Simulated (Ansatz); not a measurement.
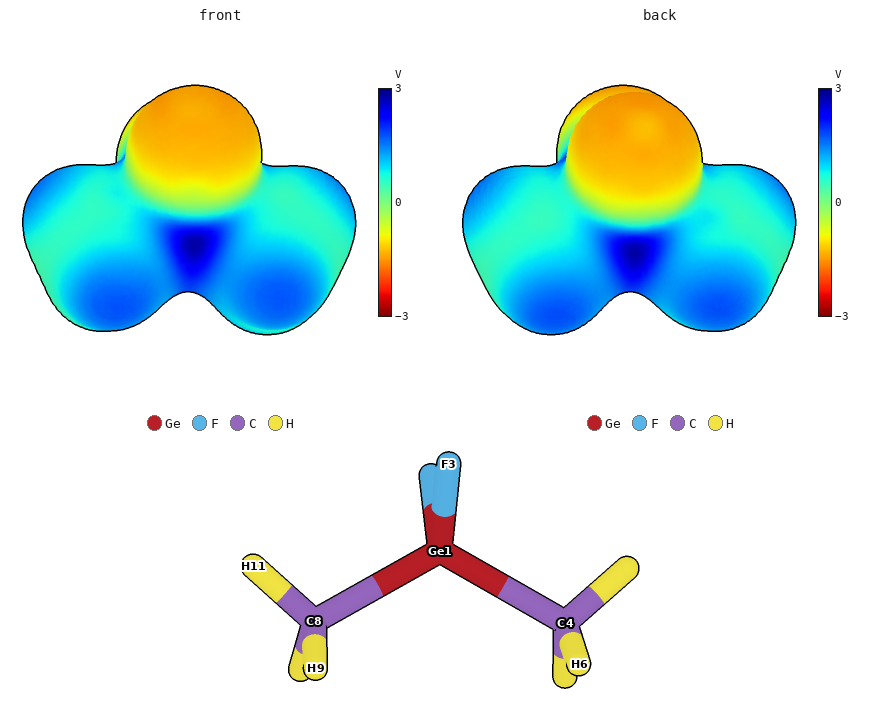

C2H6F2Ge (GeF2Me2). The electrostatic potential painted on the density surface at 0.004 e/bohr³, seen from the front and from behind; red is negative and blue positive. The bare structure is drawn below in the same view.

Geometry: r2SCAN-D4/def2-SVP.

Theory: RKS PBE0-D4/def2-TZVP in Ansatz 0.2.0.

The calculation's input:

```
crystal:
  periodic: [false, false, false]
  atoms:
    - {symbol: Ge, position_ang: [0.484657, 0.002766, 0.339508]}
    - {symbol: F, position_ang: [0.583300, 0.004702, 2.078060]}
    - {symbol: F, position_ang: [2.151515, 0.011520, -0.164274]}
    - {symbol: C, position_ang: [-0.300525, 1.674405, -0.206799]}
    - {symbol: H, position_ang: [-1.345273, 1.737003, 0.130725]}
    - {symbol: H, position_ang: [-0.270180, 1.770577, -1.301823]}
    - {symbol: H, position_ang: [0.269356, 2.501248, 0.240332]}
    - {symbol: C, position_ang: [-0.284281, -1.677853, -0.202255]}
    - {symbol: H, position_ang: [-0.341563, -1.738938, -1.298738]}
    - {symbol: H, position_ang: [-1.294878, -1.788127, 0.217084]}
    - {symbol: H, position_ang: [0.347872, -2.497303, 0.168200]}
basis:
  gaussian: {orbitals: def2-TZVP, initial_orbitals: start.molden}
hamiltonian: {xc: pbe0, dispersion: d4}
scf: {omitted_lower_state_checks: [starts]}
output: {forces: true, orbitals: {seedname: orbitals}}
```

Command:

```sh
ansatz run in.yaml --threads 4 --pin off --events-out ev --progress --plain --max-ram 4787MiB
```

Which sites attract a positive test charge, and which a negative one?

A positive charge is drawn to the negative regions and a negative charge to the positive ones. The most negative region (about −1.5 V) lies over F2 and F3, the most positive (about +2.6 V) over Ge1.
